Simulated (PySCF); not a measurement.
# C2H7NSi (SMILES NC1C[SiH2]1): levels of theory compared

Aim: a comparison of 6 runs (HF/STO-3G, HF/3-21G, HF/6-31G**, HF/def2-SVP, PBE0/6-31+G*, CCSD(T)/def2-SVP) of C2H7NSi. 

The calculation is run with PySCF 2.14.0.

### Step 1. The molecule

C2H7NSi: 11 atoms, total charge 0, spin state singlet. As SMILES, `NC1C[SiH2]1`. The shape is that of a PBE0-D4/def2-TZVP optimisation. This is one conformer, not always the lowest.

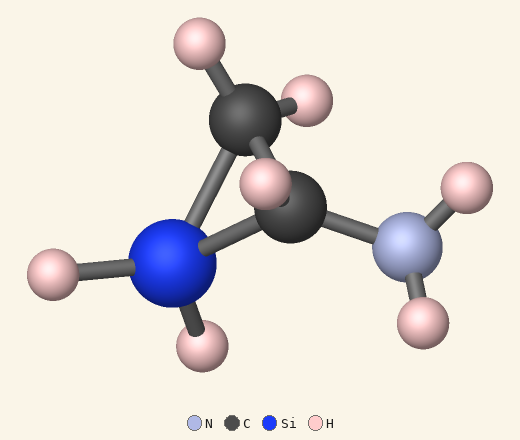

The structure, seen from a chosen angle (nitrogen light blue, carbon dark grey, silicon blue, hydrogen pink).

### Step 2. Energy and gradient at HF/STO-3G (run 1)

File job.py:

```python
import pyscf.grad
from pyscf import gto

system = gto.Mole()
system.atom = [
    ('N', (-1.337200, 0.826100, -0.314200)),
    ('C', (0.048100, 0.587400, -0.015100)),
    ('C', (0.296100, -0.519700, 1.025200)),
    ('Si', (0.845000, -0.955900, -0.685100)),
    ('H', (-1.450400, 1.288300, -1.206000)),
    ('H', (-1.774000, 1.401500, 0.397500)),
    ('H', (0.701400, 1.454200, 0.118600)),
    ('H', (1.025100, -0.311700, 1.801300)),
    ('H', (-0.607900, -0.997000, 1.390600)),
    ('H', (2.288700, -0.939900, -1.005500)),
    ('H', (0.030300, -1.890100, -1.486800)),
]
system.basis = 'sto-3g'
system.max_memory = 1860
system.verbose = 4
system.charge = 0
system.spin = 0
system.build()

calc0 = system.RHF()
calc0.conv_tol = 1e-10
calc0.kernel()
if not calc0.converged:
    calc0 = calc0.newton().run(calc0.mo_coeff, calc0.mo_occ)

e_tot = calc0.e_tot
print('E = %.10f Eh' % e_tot)
grad = calc0.Gradients().kernel()
dip = calc0.dip_moment()
pop, q = calc0.mulliken_pop()
```

Launch:

```
$ OMP_NUM_THREADS=1 python job.py
```

Output:

```text
PySCF version 2.14.0

[... 63 lines left out ...]
converged SCF energy = -418.157997224489
[... 12 lines left out ...]
Dipole moment(X, Y, Z, Debye):  0.91968,  0.55806, -0.65657
[... 4 lines left out ...]
pop of  0 N 2py           1.62299
pop of  0 N 2pz           1.05222
pop of  1 C 1s            1.99242
pop of  1 C 2s            1.18319
pop of  1 C 2px           0.87404
pop of  1 C 2py           0.95377
pop of  1 C 2pz           1.12586
pop of  2 C 1s            1.99238
pop of  2 C 2s            1.21231
pop of  2 C 2px           1.03623
pop of  2 C 2py           1.07647
pop of  2 C 2pz           0.97656
pop of  3 Si 1s           1.99962
pop of  3 Si 2s           1.98732
pop of  3 Si 3s           1.14799
pop of  3 Si 2px          1.96297
pop of  3 Si 2py          1.96639
pop of  3 Si 2pz          1.96571
pop of  3 Si 3px          0.74341
pop of  3 Si 3py          0.78458
pop of  3 Si 3pz          0.77314
pop of  4 H 1s            0.84853
pop of  5 H 1s            0.84658
pop of  6 H 1s            0.97102
pop of  7 H 1s            0.95362
pop of  8 H 1s            0.94318
pop of  9 H 1s            1.13875
pop of  10 H 1s           1.13051
 ** Mulliken atomic charges  **
charge of    0N =     -0.41344
charge of    1C =     -0.12928
charge of    2C =     -0.29395
charge of    3Si =      0.66887
charge of    4H =      0.15147
charge of    5H =      0.15342
charge of    6H =      0.02898
charge of    7H =      0.04638
charge of    8H =      0.05682
charge of    9H =     -0.13875
charge of   10H =     -0.13051
```

Run time: 3.3 s. Hardware: 1 thread of Intel Xeon at 2.50GHz (Skylake/Cascade Lake), shared host; peak memory 0.12 GiB.

### Step 3. Energy and gradient at HF/3-21G (run 2)

File input.py:

```python
import pyscf.grad
from pyscf import gto, scf

molecule = gto.Mole()
molecule.atom = [
    ('N', (-1.337200, 0.826100, -0.314200)),
    ('C', (0.048100, 0.587400, -0.015100)),
    ('C', (0.296100, -0.519700, 1.025200)),
    ('Si', (0.845000, -0.955900, -0.685100)),
    ('H', (-1.450400, 1.288300, -1.206000)),
    ('H', (-1.774000, 1.401500, 0.397500)),
    ('H', (0.701400, 1.454200, 0.118600)),
    ('H', (1.025100, -0.311700, 1.801300)),
    ('H', (-0.607900, -0.997000, 1.390600)),
    ('H', (2.288700, -0.939900, -1.005500)),
    ('H', (0.030300, -1.890100, -1.486800)),
]
molecule.max_memory = 1860
molecule.verbose = 3
molecule.basis = '3-21g'
molecule.build()

mf = scf.RHF(molecule)
mf.conv_tol = 1e-10
mf.kernel()
if not mf.converged:
    mf = mf.newton().run(mf.mo_coeff, mf.mo_occ)

e_tot = mf.e_tot
print('Final energy', e_tot)
grad = mf.Gradients().kernel()
dip = mf.dip_moment()
pop, q = mf.mulliken_pop()
```

Launch:

```
$ OMP_NUM_THREADS=1 python input.py
```

Output:

```text
converged SCF energy = -420.842916236176
Final energy -420.842916236176
--------------- RHF gradients ---------------
         x                y                z
0 N     0.0110787690    -0.0151827413     0.0038906383
1 C    -0.0139297166    -0.0193240578    -0.0040208964
2 C     0.0049337104     0.0053576840    -0.0280448123
3 Si    -0.0083341480     0.0166881618     0.0212829593
4 H     0.0016903562     0.0055281952    -0.0011736693
5 H     0.0012104700     0.0056440801     0.0008959753
6 H     0.0054569995     0.0049307953    -0.0000361816
7 H     0.0047967256     0.0006667364     0.0045633817
8 H    -0.0058075458    -0.0043570108     0.0019789790
9 H     0.0001672251     0.0003917845     0.0004402445
10 H    -0.0012628454    -0.0003436274     0.0002233816
----------------------------------------------
Dipole moment(X, Y, Z, Debye):  0.45004,  1.34813, -0.06388
 ** Mulliken pop  **
pop of  0 N 1s            1.98761
pop of  0 N 2s            0.36448
pop of  0 N 3s            1.34722
pop of  0 N 2px           0.56751
pop of  0 N 2py           0.70990
pop of  0 N 2pz           0.54486
pop of  0 N 3px           0.67115
pop of  0 N 3py           0.93601
pop of  0 N 3pz           0.62119
pop of  1 C 1s            1.98837
pop of  1 C 2s            0.33828
pop of  1 C 3s            1.07258
pop of  1 C 2px           0.50376
pop of  1 C 2py           0.52521
pop of  1 C 2pz           0.53730
pop of  1 C 3px           0.34181
pop of  1 C 3py           0.52923
pop of  1 C 3pz           0.57253
pop of  2 C 1s            1.98826
pop of  2 C 2s            0.33815
pop of  2 C 3s            1.16943
pop of  2 C 2px           0.55229
pop of  2 C 2py           0.51582
pop of  2 C 2pz           0.52372
pop of  2 C 3px           0.64476
pop of  2 C 3py           0.52771
pop of  2 C 3pz           0.53494
pop of  3 Si 1s           1.99858
pop of  3 Si 2s           1.97246
pop of  3 Si 3s           0.67648
pop of  3 Si 4s           0.39048
pop of  3 Si 2px          1.95658
pop of  3 Si 2py          1.95646
pop of  3 Si 2pz          1.95661
pop of  3 Si 3px          0.53725
pop of  3 Si 3py          0.50406
pop of  3 Si 3pz          0.50876
pop of  3 Si 4px          0.14605
pop of  3 Si 4py          0.18593
pop of  3 Si 4pz          0.17459
pop of  4 H 1s            0.45694
pop of  4 H 2s            0.24697
pop of  5 H 1s            0.45461
pop of  5 H 2s            0.25281
pop of  6 H 1s            0.46930
pop of  6 H 2s            0.32070
pop of  7 H 1s            0.46095
pop of  7 H 2s            0.30889
pop of  8 H 1s            0.45538
pop of  8 H 2s            0.28771
pop of  9 H 1s            0.42293
pop of  9 H 2s            0.77037
pop of  10 H 1s           0.42212
pop of  10 H 2s           0.75198
 ** Mulliken atomic charges  **
charge of    0N =     -0.74992
charge of    1C =     -0.40908
charge of    2C =     -0.79507
charge of    3Si =      1.03572
charge of    4H =      0.29609
charge of    5H =      0.29258
charge of    6H =      0.20999
charge of    7H =      0.23016
charge of    8H =      0.25692
charge of    9H =     -0.19330
charge of   10H =     -0.17410
```

Run time: 4.5 s. Hardware: 1 thread of Intel Xeon at 2.50GHz (Skylake/Cascade Lake), shared host; peak memory 0.12 GiB.

Runs 3 to 5 aren't shown in full; the table further down has their settings and results.

### Step 4. A single-point energy at CCSD(T)/def2-SVP (run 6)

File run.py:

```python
from pyscf import gto, cc

mol = gto.M(
    atom=[
    ('N', (-1.337200, 0.826100, -0.314200)),
    ('C', (0.048100, 0.587400, -0.015100)),
    ('C', (0.296100, -0.519700, 1.025200)),
    ('Si', (0.845000, -0.955900, -0.685100)),
    ('H', (-1.450400, 1.288300, -1.206000)),
    ('H', (-1.774000, 1.401500, 0.397500)),
    ('H', (0.701400, 1.454200, 0.118600)),
    ('H', (1.025100, -0.311700, 1.801300)),
    ('H', (-0.607900, -0.997000, 1.390600)),
    ('H', (2.288700, -0.939900, -1.005500)),
    ('H', (0.030300, -1.890100, -1.486800)),
],
    max_memory=1860,
    verbose=3,
    basis='def2-svp',
)

calc0 = mol.RHF()
calc0.conv_tol = 1e-10
calc0.kernel()
if not calc0.converged:
    calc0 = calc0.newton().run(calc0.mo_coeff, calc0.mo_occ)

mycc = cc.CCSD(calc0, frozen=8)
mycc.kernel()
e_t = mycc.ccsd_t()
energy = mycc.e_tot + e_t
print('E(%s) = %.9f' % ('CCSD(T)', energy))
calc0.analyze()
```

Launch:

```
$ OMP_NUM_THREADS=1 python run.py
```

Output:

```text
converged SCF energy = -422.940139339069
[... 10 lines left out ...]
MO #7   energy= -4.22673944475935  occ= 2
[... 7 lines left out ...]
MO #15  energy= -0.573149169426817 occ= 2
[... 7 lines left out ...]
MO #23  energy= 0.188005963405733  occ= 0
[... 7 lines left out ...]
MO #31  energy= 0.385838673378637  occ= 0
[... 7 lines left out ...]
MO #39  energy= 0.706248518376605  occ= 0
[... 7 lines left out ...]
MO #47  energy= 0.917176123967505  occ= 0
[... 7 lines left out ...]
MO #55  energy= 1.1631304088455    occ= 0
[... 7 lines left out ...]
MO #63  energy= 1.81945058127886   occ= 0
[... 7 lines left out ...]
MO #71  energy= 2.04192895994495   occ= 0
[... 7 lines left out ...]
MO #79  energy= 2.41502193672961   occ= 0
[... 7 lines left out ...]
MO #87  energy= 2.90181376417342   occ= 0
[... 7 lines left out ...]
MO #95  energy= 3.77576292965034   occ= 0
[... 12 lines left out ...]
Dipole moment(X, Y, Z, Debye):  0.35322,  1.10492, -0.17960
```

It took 48 s on 1 thread of Intel Xeon at 2.50GHz (Skylake/Cascade Lake), shared host; peak memory 0.54 GiB.

### Step 5. All runs side by side

| run | level | integration grid | task | energy (Eh) | dipole moment (D) of the reference | HOMO energy (eV) | LUMO energy (eV) | wall time |
| --- | --- | --- | --- | --- | --- | --- | --- | --- |
| 1 | HF/STO-3G | – | gradient | -418.157997 | 1.26 | -6.95 | 10.78 | 3.3 s |
| 2 | HF/3-21G | – | gradient | -420.842916 | 1.42 | -8.94 | 4.25 | 4.5 s |
| 3 | HF/6-31G** (spherical functions) | – | gradient | -423.120969 | 1.24 | -8.92 | 3.87 | 28 s |
| 4 | HF/def2-SVP | – | gradient | -422.940139 | 1.17 | -9.04 | 4.10 | 18 s |
| 5 | PBE0/6-31+G* (spherical functions) | 5 | gradient | -424.312005 | 1.35 | -6.33 | 0.07 | 72 s |
| 6 | CCSD(T)/def2-SVP | – | energy | -423.559583 | 1.17 | -9.04 | 4.10 | 48 s |

### Step 6. What came out

```
                                          quantity          value
                               run 6: total energy  -423.55958 Eh
       run 6: dipole moment (Hartree–Fock density)         1.17 D
        run 6: HOMO energy (Hartree–Fock orbitals)       -9.04 eV
        run 6: LUMO energy (Hartree–Fock orbitals)        4.10 eV
      run 6: HOMO–LUMO gap (Hartree–Fock orbitals)       13.14 eV
run 6: correlation energy (8 core orbitals frozen)     -619.4 mEh
                             run 6: (T) correction     -18.76 mEh
                              run 6: T1 diagnostic          0.010
```

In words: Over runs 1, 2, 3, 4, 5 the dipole moment (its size) runs from 1.17 D (HF/def2-SVP) to 1.42 D (HF/3-21G). Over runs 1, 2, 3, 4, 5 the HOMO–LUMO gap runs from 6.41 eV (PBE0/6-31+G*) to 17.73 eV (HF/STO-3G). The two ends differ in method and basis. In run 1 the basis is minimal, so the values are rough. All runs together took 2.9 min, the longest 72 s.
